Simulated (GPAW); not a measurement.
# Ba3SbP: optical spectrum from first principles

Wanted: where Ba3SbP starts to absorb, how strongly, and its refractive index.

Method: DFT, PBE, plane-wave PAW (GPAW data sets), scalar-relativistic, RPA, optical limit, in GPAW 26.7.0.

## (1) Starting point

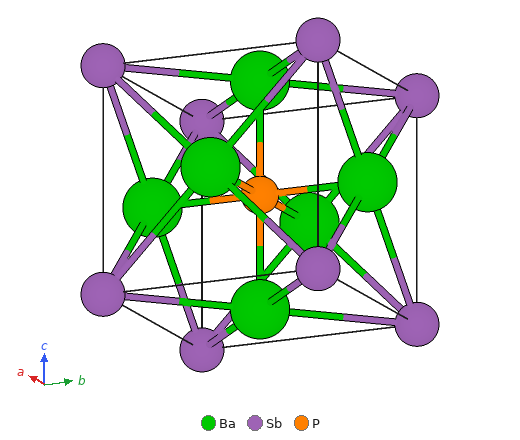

The starting structure, seen from a free direction (barium green, antimony purple, phosphorus orange). Some periodic images of atoms are drawn too.

## (2) Ground state

First the ground state: is it a metal or has it a gap?

This step: DFT, PBE, plane-wave PAW (GPAW data sets), scalar-relativistic, ground state (GPAW 26.7.0).

gs.py

```python
from ase import Atoms
from ase.dft.bandgap import bandgap
from gpaw import GPAW, PW, FermiDirac

atoms = Atoms(['Ba', 'Ba', 'Ba', 'Sb', 'P'],
              cell=[[6.113177000000, 0.000000000000, 0.000000000000],
                    [0.000000000000, 6.113177000000, 0.000000000000],
                    [0.000000000000, 0.000000000000, 6.113177000000]],
              scaled_positions=[[0.500000000000, 0.500000000000, 0.000000000000],
                                [0.500000000000, 0.000000000000, 0.500000000000],
                                [0.000000000000, 0.500000000000, 0.500000000000],
                                [0.000000000000, 0.000000000000, 0.000000000000],
                                [0.500000000000, 0.500000000000, 0.500000000000]],
              pbc=[True, True, True])
atoms.calc = GPAW(mode=PW(450), xc='PBE', kpts={'size': (4, 4, 4), 'gamma': True},
                  occupations=FermiDirac(0.05), maxiter=150, txt='gs.txt')
print('energy (eV)', atoms.get_potential_energy())
print('Fermi level (eV)', atoms.calc.get_fermi_level())
print('valence electrons', atoms.calc.get_number_of_electrons())
print('gap (eV)', bandgap(atoms.calc, output=None)[0])
print('direct gap (eV)', bandgap(atoms.calc, direct=True, output=None)[0])
atoms.calc.write('gs.gpw')
```

On the command line:

```console
OMP_NUM_THREADS=1 python gs.py
```

Numbers of over 12 decimals in the logs are rounded to 6 here.

What it wrote:

```text
__  _  _
 | _ |_)|_||  |
 |__||  | ||/\| - 26.7.0

Versions:
  Python: 3.12.14
  ASE:    3.29.0
  Numpy:  2.5.5
  Scipy:  1.18.1
  Libxc:  7.0.0

Input parameters:
  mode=PW(ecut=450.000000),
  kpts=MonkhorstPack(size=(4, 4, 4), gamma=True),
  maxiter=150,
  occupations=Occupations(name='fermi-dirac', width=0.05, fixmagmom=False),
  xc=XC(name='PBE')

Diagonalizing LCAO Hamiltonian
Converting LCAO to pw mode
     .--------------.
    /|              |
   / |              |
  /  |              |
 *   |              |
 |   |              |
 | Ba|     P        |
 |   |              |
 |   .---Ba---------.
 |  /              /
 | /       Ba     /
 |/              /
 Sb-------------*

Atoms  # Å, Bohr magnetons
|   | symbol |        x |        y |        z |    initial magnetic moments |
| 0 |     Ba | 3.056589 | 3.056589 | 0.000000 | ( 0.0000,  0.0000,  0.0000) |
| 1 |     Ba | 3.056589 | 0.000000 | 3.056589 | ( 0.0000,  0.0000,  0.0000) |
| 2 |     Ba | 0.000000 | 3.056589 | 3.056589 | ( 0.0000,  0.0000,  0.0000) |
| 3 |     Sb | 0.000000 | 0.000000 | 0.000000 | ( 0.0000,  0.0000,  0.0000) |
| 4 |      P | 3.056589 | 3.056589 | 3.056589 | ( 0.0000,  0.0000,  0.0000) |

Unit cell  # Å
| periodic |        x |        y |        z |  lengths |    angles |
|      yes | 6.113177 | 0.000000 | 0.000000 | 6.113177 | 90.000000 |
|      yes | 0.000000 | 6.113177 | 0.000000 | 6.113177 | 90.000000 |
|      yes | 0.000000 | 0.000000 | 6.113177 | 6.113177 | 90.000000 |

Number of symmetries: 48
Symmetry operations  # r_c * U_cc + t_c -> r_c
|    | kind |            matrix            |
|  0 |  E   |  1, 0, 0,  0, 1, 0,  0, 0, 1 |
|  1 |  σ   |  1, 0, 0,  0, 1, 0,  0, 0,-1 |
|  2 |  σ   |  1, 0, 0,  0, 0, 1,  0, 1, 0 |
|  3 |  C4  |  1, 0, 0,  0, 0, 1,  0,-1, 0 |
|  4 |  C4  |  1, 0, 0,  0, 0,-1,  0, 1, 0 |
|  5 |  σ   |  1, 0, 0,  0, 0,-1,  0,-1, 0 |
|  6 |  σ   |  1, 0, 0,  0,-1, 0,  0, 0, 1 |
|  7 |  C2  |  1, 0, 0,  0,-1, 0,  0, 0,-1 |
|  8 |  σ   |  0, 1, 0,  1, 0, 0,  0, 0, 1 |
|  9 |  C2  |  0, 1, 0,  1, 0, 0,  0, 0,-1 |
| 10 |  C3  |  0, 1, 0,  0, 0, 1,  1, 0, 0 |
| 11 |  S6  |  0, 1, 0,  0, 0, 1, -1, 0, 0 |
| 12 |  S6  |  0, 1, 0,  0, 0,-1,  1, 0, 0 |
| 13 |  C3  |  0, 1, 0,  0, 0,-1, -1, 0, 0 |
| 14 |  C4  |  0, 1, 0, -1, 0, 0,  0, 0, 1 |
| 15 |  S4  |  0, 1, 0, -1, 0, 0,  0, 0,-1 |
| 16 |  C3  |  0, 0, 1,  1, 0, 0,  0, 1, 0 |
| 17 |  S6  |  0, 0, 1,  1, 0, 0,  0,-1, 0 |
| 18 |  σ   |  0, 0, 1,  0, 1, 0,  1, 0, 0 |
| 19 |  C4  |  0, 0, 1,  0, 1, 0, -1, 0, 0 |
| 20 |  C2  |  0, 0, 1,  0,-1, 0,  1, 0, 0 |
| 21 |  S4  |  0, 0, 1,  0,-1, 0, -1, 0, 0 |
| 22 |  S6  |  0, 0, 1, -1, 0, 0,  0, 1, 0 |
| 23 |  C3  |  0, 0, 1, -1, 0, 0,  0,-1, 0 |
| 24 |  S6  |  0, 0,-1,  1, 0, 0,  0, 1, 0 |
| 25 |  C3  |  0, 0,-1,  1, 0, 0,  0,-1, 0 |
| 26 |  C4  |  0, 0,-1,  0, 1, 0,  1, 0, 0 |
| 27 |  σ   |  0, 0,-1,  0, 1, 0, -1, 0, 0 |
| 28 |  S4  |  0, 0,-1,  0,-1, 0,  1, 0, 0 |
| 29 |  C2  |  0, 0,-1,  0,-1, 0, -1, 0, 0 |
| 30 |  C3  |  0, 0,-1, -1, 0, 0,  0, 1, 0 |
| 31 |  S6  |  0, 0,-1, -1, 0, 0,  0,-1, 0 |
| 32 |  C4  |  0,-1, 0,  1, 0, 0,  0, 0, 1 |
| 33 |  S4  |  0,-1, 0,  1, 0, 0,  0, 0,-1 |
| 34 |  S6  |  0,-1, 0,  0, 0, 1,  1, 0, 0 |
| 35 |  C3  |  0,-1, 0,  0, 0, 1, -1, 0, 0 |
| 36 |  C3  |  0,-1, 0,  0, 0,-1,  1, 0, 0 |
| 37 |  S6  |  0,-1, 0,  0, 0,-1, -1, 0, 0 |
| 38 |  σ   |  0,-1, 0, -1, 0, 0,  0, 0, 1 |
| 39 |  C2  |  0,-1, 0, -1, 0, 0,  0, 0,-1 |
| 40 |  σ   | -1, 0, 0,  0, 1, 0,  0, 0, 1 |
| 41 |  C2  | -1, 0, 0,  0, 1, 0,  0, 0,-1 |
| 42 |  C2  | -1, 0, 0,  0, 0, 1,  0, 1, 0 |
| 43 |  S4  | -1, 0, 0,  0, 0, 1,  0,-1, 0 |
| 44 |  S4  | -1, 0, 0,  0, 0,-1,  0, 1, 0 |
| 45 |  C2  | -1, 0, 0,  0, 0,-1,  0,-1, 0 |
| 46 |  C2  | -1, 0, 0,  0,-1, 0,  0, 0, 1 |
| 47 |  i   | -1, 0, 0,  0,-1, 0,  0, 0,-1 |

BZ-sampling:
  Number of BZ points: 64
  Number of IBZ points: 10

  Monkhorst-Pack size: [4, 4, 4]
  Monkhorst-Pack shift: [0.125, 0.125, 0.125]

K-points  # in reciprocal-cell coordinates
|   |                                coordinates |     weight |
| 0 | (  0.00000000,   0.00000000,   0.00000000) | 0.01562500 |
| 1 | (  0.25000000,   0.00000000,   0.00000000) | 0.09375000 |
| 2 | (  0.25000000,   0.25000000,   0.00000000) | 0.18750000 |
| 3 | (  0.25000000,   0.25000000,   0.25000000) | 0.12500000 |
| 4 | (  0.50000000,   0.00000000,   0.00000000) | 0.04687500 |
| 5 | (  0.50000000,   0.25000000,   0.00000000) | 0.18750000 |
| 6 | (  0.50000000,   0.25000000,   0.25000000) | 0.18750000 |
| 7 | (  0.50000000,   0.50000000,   0.00000000) | 0.04687500 |
| 8 | (  0.50000000,   0.50000000,   0.25000000) | 0.09375000 |
| 9 | (  0.50000000,   0.50000000,   0.50000000) | 0.01562500 |

Plane wave coefficients: 4972
Cutoff: 450.000000 eV

Spin-components: 1 (collinear spins)
Bands:           28
Projectors:      29
Spin-degeneracy: 2
Datatype:        complex128

Parallelization:
  kpt:    1
  domain: 1
  band:   1

Density:
  Valence electrons: 50.0
  Components: 1
  Grid points: [30 30 30]
  Charge: 0.0  # |e|

Potential:
  Grid points: [30 30 30]

species:
  Ba:
    name:    Barium
    id:
    Z:       56.0
    valence: 10
    core:    46
    charge:  0.0  # [|e|]
    compensation charges:
      type: gauss
      rc: 0.37  # [Å]
      lmax: 2
    cutoffs:
      filter: 2.06  # [Å]
      core: 2.33  # [Å]
    projectors
    | kind |    occ | energy [eV] | rcut [Å] |
    |   5s |  2.000 |     -33.644 |    1.164 |
    |   6s |  2.000 |      -3.229 |    1.164 |
    |   5p |  6.000 |     -18.744 |    1.164 |
    |    p |        |       0.000 |    1.164 |
    |    d |        |       0.000 |    1.164 |
    |    d |        |      27.211 |    1.164 |

    Using partial waves for Ba as LCAO basis

  Sb:
    name:    Antimony
    id:
    Z:       51.0
    valence: 15
    core:    36
    charge:  0.0  # [|e|]
    compensation charges:
      type: gauss
      rc: 0.36  # [Å]
      lmax: 2
    cutoffs:
      filter: 2.23  # [Å]
      core: 2.23  # [Å]
    projectors
    | kind |    occ | energy [eV] | rcut [Å] |
    |   5s |  2.000 |     -12.815 |    1.154 |
    |   5p |  3.000 |      -4.830 |    1.233 |
    |   4d | 10.000 |     -33.514 |    1.196 |
    |    s |        |      14.396 |    1.154 |
    |    p |        |      22.381 |    1.233 |
    |    d |        |      -6.303 |    1.196 |

    Using partial waves for Sb as LCAO basis

  P:
    name:    Phosphorus
    id:
    Z:       15.0
    valence: 5
    core:    10
    charge:  0.0  # [|e|]
    compensation charges:
      type: gauss
      rc: 0.30  # [Å]
      lmax: 2
    cutoffs:
      filter: 1.69  # [Å]
      core: 1.81  # [Å]
    projectors
    | kind |    occ | energy [eV] | rcut [Å] |
    |   3s |  2.000 |     -13.968 |    0.953 |
    |   3p |  3.000 |      -5.506 |    0.953 |
    |    s |        |      13.244 |    0.953 |
    |    p |        |      21.705 |    0.953 |
    |    d |        |       0.000 |    0.953 |

    Using partial waves for P as LCAO basis

Reference energy: -849417.999440  # eV

eigensolver:
  PPCG
  Converge bands: occupied
  niter=2

density mixing:
  MSR1-Mixer
  Pratt-step length: 0.05
  Maximum mixing coefficient: 0.75
  Old densities: 10
  SVD Regularization: 0.005
  Good broyden scale: 1.0
  Trust region scale: 1.0
  Backstep threshold: 4.0
  History deletion threshold: 6.0
  Fourier metric: weight=20.0, sigma=0.015

occupation numbers:
  Fermi-Dirac:
    width: 0.0500  # eV

poisson solver:
  ecut: 3600.000000  # eV

xc functional:
  name: PBE with 2 nearest neighbor stencil

convergence criteria:
- Maximum [total energy] change in last 3 cyles: 0.0005 eV / valence electron
- Maximum integral of absolute [dens]ity change: 0.0001 electrons / valence electron
- Maximum integral of absolute [eigenst]ate change: 4e-08 eV^2 / valence electron
maximum number of iterations: 150

SCF iterations
|iter     |      energy | eigst |  dens |
|iter:   1||  -21.685446 | -0.08 |       |
|iter:   2||  -21.238763 | -1.60 | -1.03 |
|iter:   3||  -19.601836 | -1.15 | -1.08 |
|iter:   4||  -19.609586 | -2.44 | -1.59 |
|iter:   5||  -19.616890c| -3.09 | -1.94 |
|iter:   6||  -19.617879c| -4.04 | -2.44 |
|iter:   7||  -19.617975c| -4.71 | -2.89 |
|iter:   8||  -19.617962c| -5.67 | -3.49 |
|iter:   9||  -19.617967c| -6.55 | -4.03c|
|iter:  10||  -19.617967c| -7.72c| -4.68c|

Converged in 10 steps
SCF loop duration: 12.593 s (1.259 s/step)
Energy contributions relative to reference atoms: (reference = -849417.999440)

Energy contributions:
  Kinetic:          10.838138
  Coulomb:          -6.053146
  Zero:             -0.042500
  External:          0.000000
  Xc:              -24.359974
  Entropy:          -0.000971
  Spinorbit:         0.000000
  ----------------------------
  Free energy:     -19.618453
  Extrapolated:    -19.617967

dipole moment: (-59.031739, -59.031739, -59.031739)  # |e|*Ang

Fermi level: 5.156
Eigenvalues  # (at kpt = [0.000, 0.000, 0.000])
| band index |      eig [eV] | occ [0-2] |
|          0 |       -23.240 |     2.000 |
|        ... |               |           |
|         17 |        -4.128 |     2.000 |
|         18 |        -2.694 |     2.000 |
|         19 |         4.431 |     2.000 |
|         20 |         4.431 |     2.000 |
|         21 |         4.431 |     2.000 |
|         22 |         4.972 |     1.951 |
|         23 |         4.972 |     1.951 |
|         24 |         4.972 |     1.951 |
|         25 |         5.285 |     0.142 |
|         26 |         5.492 |     0.002 |
|         27 |         5.492 |     0.002 |

Gap: 0.313 eV
Transition (v -> c):
  (s=0, k=0, n=24, [0.00, 0.00, 0.00]) -> (s=0, k=0, n=25, [0.00, 0.00, 0.00])
No difference between direct/indirect transitions

--- standard output ---
energy (eV) -19.617967
Fermi level (eV) 5.156380
valence electrons 50.0
gap (eV) 0.312726
direct gap (eV) 0.312726
```

Elapsed: 15 s, on 1 thread of Intel Xeon 6975P-C (Granite Rapids), shared host; peak memory 0.21 GiB.

Read-outs, printed or worked out from the files:

| Property | Result |
| --- | --- |
| energy | -19.62 eV |
| Fermi energy | 5.156 eV |
| gap on the k-mesh | 0.3127 eV |
| direct gap on the mesh | 0.3127 eV |
| electrons | 50 |

There is a gap, 0.31 eV on this mesh (points off the mesh can give less), so no carriers' term is needed.

## (3) Bands for the response

The response needs many more empty bands than the density does.

This step: DFT, PBE, plane-wave PAW (GPAW data sets), scalar-relativistic, bands at fixed density (GPAW 26.7.0).

nscf.py

```python
from ase.dft.bandgap import bandgap
from gpaw import GPAW, FermiDirac

calc = GPAW('gs.gpw').fixed_density(kpts={'size': (4, 4, 4), 'gamma': True}, nbands=103, convergence={'bands': 97},
                                    occupations=FermiDirac(0.001), txt='nscf.txt')
print('gap (eV)', bandgap(calc, output=None)[0])
print('direct gap (eV)', bandgap(calc, direct=True, output=None)[0])
print('top band over the Fermi level (eV)', min(calc.get_eigenvalues(kpt=k)[96] for k in range(len(calc.get_ibz_k_points()))) - calc.get_fermi_level())
calc.write('full.gpw', mode='all')
```

On the command line:

```console
OMP_NUM_THREADS=1 python nscf.py
```

What it wrote:

```text
Diagonalizing LCAO Hamiltonian
Converting LCAO to pw mode
convergence criteria:
- Maximum integral of absolute [eigenst]ate change: 4e-08 eV^2 / valence electron
maximum number of iterations: 150

SCF iterations
|iter     |      energy | eigst |  dens |
|iter:   1||             | +3.63 |       |
|iter:   2||             | +2.48 |       |
|iter:   3||             | +1.61 |       |
|iter:   4||             | +0.78 |       |
|iter:   5||             | +0.14 |       |
|iter:   6||             | -0.23 |       |
|iter:   7||             | -0.55 |       |
|iter:   8||             | -0.87 |       |
|iter:   9||             | -1.15 |       |
|iter:  10||             | -1.39 |       |
[... 28 further cycles ...]
|iter:  39||             | -6.39 |       |
|iter:  40||             | -6.57 |       |
|iter:  41||             | -6.72 |       |
|iter:  42||             | -6.90 |       |
|iter:  43||             | -7.03 |       |
|iter:  44||             | -7.21 |       |
|iter:  45||             | -7.25 |       |
|iter:  46||             | -7.33 |       |
|iter:  47||             | -7.36 |       |
|iter:  48||             | -7.49c|       |
SCF steps: 48
  __  _  _
 | _ |_)|_||  |
 |__||  | ||/\| - 26.7.0

Versions:
  Python: 3.12.14
  ASE:    3.29.0
  Numpy:  2.5.5
  Scipy:  1.18.1
  Libxc:  7.0.0

Input parameters:
  mode=PW(ecut=450.000000),
  convergence={'bands': 97},
  gpts=array([30, 30, 30]),
  kpts=MonkhorstPack(size=(4, 4, 4), gamma=True),
  maxiter=150,
  nbands=103,
  occupations=Occupations(name='fermi-dirac', width=0.001, fixmagmom=False),
  parallel={},
  xc=XC(name='PBE')

--- standard output ---
gap (eV) 0.312726
direct gap (eV) 0.312726
top band over the Fermi level (eV) 20.547364
```

The job ended after 3.3 min (1 thread; peak memory 0.31 GiB).

(Continued in part 2 of 2.)

[Machine, clock and banner lines and Python warnings are left out of the logs.]

[Logs are printed without paths, hosts, clocks, repeated set-up lines and the standing remarks that a program may print on its own settings, such as how far it seeks lower states.]

[Hosts, paths, dates, database ids (printed as entryN), source tags and the programs' standing remarks are cut or masked in the printed files.]
